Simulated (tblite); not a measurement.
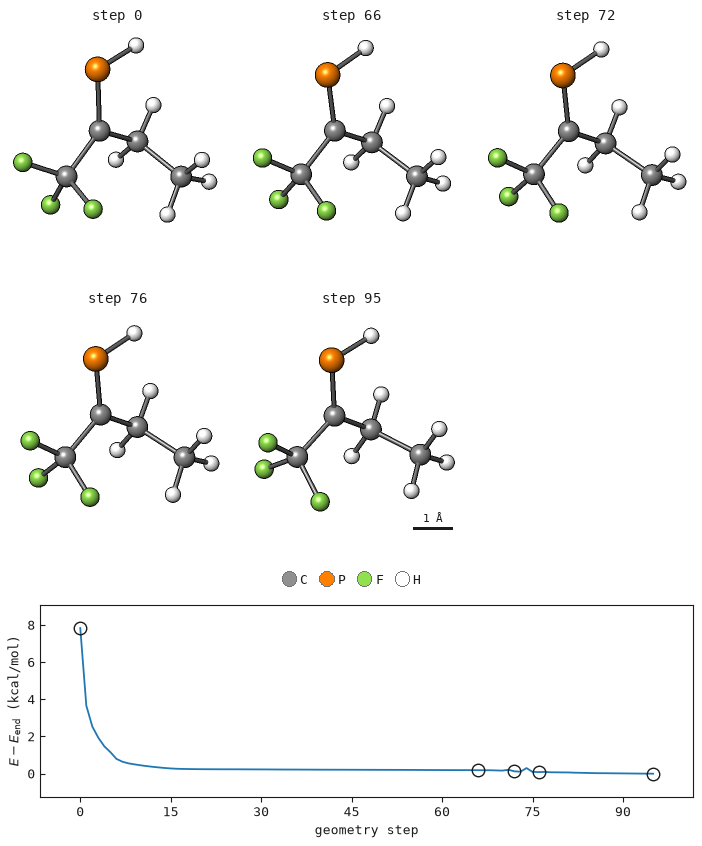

Frames of a relaxation of C$_{4}$H$_{6}$F$_{3}$P, marked on the history of the run. A ball-and-stick model, seen at a tilt.

Level of theory: GFN2-xTB geometry optimisation, gas phase (tblite 0.8.0). 

Q: Describe the path.

A: After 95 geometry steps the energy has fallen by 7.83 kcal/mol. The largest move after the best rigid fit is that of an F atom, 0.72 Å. Largest moves by element: F 0.72 Å, H 0.42 Å, C 0.20 Å, P 0.20 Å. Near-neighbour distances that change, for instance: C–P 1.783 → 1.680 Å, C–C 1.529 → 1.499 Å, C–C 1.517 → 1.491 Å, C–F 1.366 → 1.344 Å. Bond angles that change, for instance: P–C–C 123.4° → 116.4°, C–C–P 121.3° → 127.8°, H–C–H 105.9° → 108.4°. Groups turn about C–C by about 25°. The run took 0.55 s on 1 thread of Arm Neoverse V1, on a shared host. From step 0 to 66: F atoms move most (0.21 Å), energy −7.65 kcal/mol. From step 66 to 72: an F atom moves most (0.13 Å), energy −0.06 kcal/mol. From step 72 to 76: an F atom moves most (0.07 Å), energy −0.04 kcal/mol. From step 76 to 95: F atoms move most (0.31 Å), energy −0.09 kcal/mol.
